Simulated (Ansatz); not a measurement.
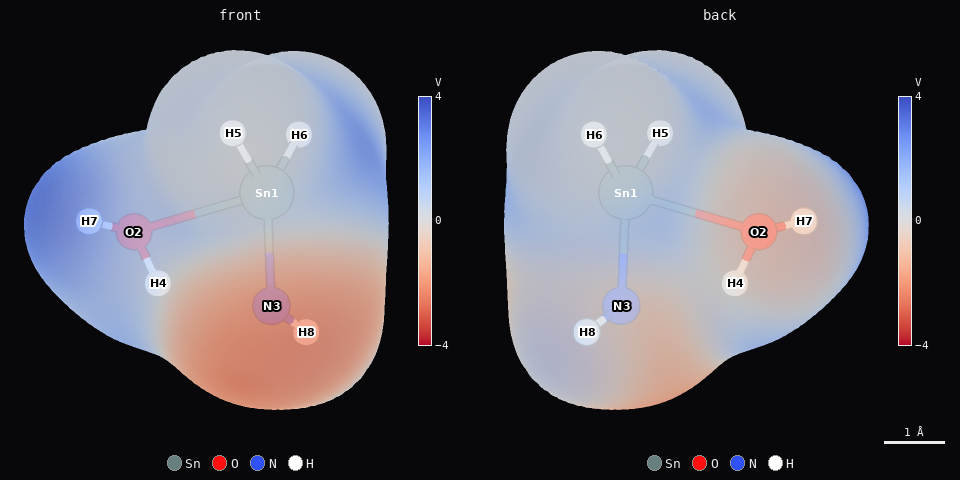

H$_{5}$NOSn. The molecular electrostatic potential painted on the density surface at 0.002 e/bohr³, seen from the front and from behind; red is negative and blue positive.

The product side of a reaction path; geometry: PBE0-D4/def2-TZVP; core potentials replace the inner electrons of Sn.

Theory: Ansatz, RKS PBE0-D4/def2-TZVPP.

Input

```
crystal:
  periodic: [false, false, false]
  atoms:
    - {symbol: Sn, position_ang: [-0.591632, 0.533773, 0.625830]}
    - {symbol: O, position_ang: [1.394509, -0.554451, -0.172620]}
    - {symbol: N, position_ang: [-1.228711, -0.242756, -1.012131]}
    - {symbol: H, position_ang: [0.744535, -0.757529, -0.893354]}
    - {symbol: H, position_ang: [0.142372, 2.075690, 0.558349]}
    - {symbol: H, position_ang: [-0.728566, 0.021706, 2.257899]}
    - {symbol: H, position_ang: [2.120947, -0.053232, -0.559492]}
    - {symbol: H, position_ang: [-1.853454, -1.023301, -0.804481]}
basis:
  gaussian: {orbitals: def2-TZVPP}
hamiltonian: {xc: pbe0, dispersion: d4}
output: {orbitals: {seedname: orbitals}}
```

Command:

```sh
ansatz run in.yaml --threads 4 --pin off --events-out ev --progress --plain --max-ram 9574MiB
```

Q: Describe the electrostatic potential map.

A: The most negative region (about −2.3 V) lies over N3, the most positive (about +3.0 V) over H7. N3 is the likeliest acceptor of a hydrogen bond.
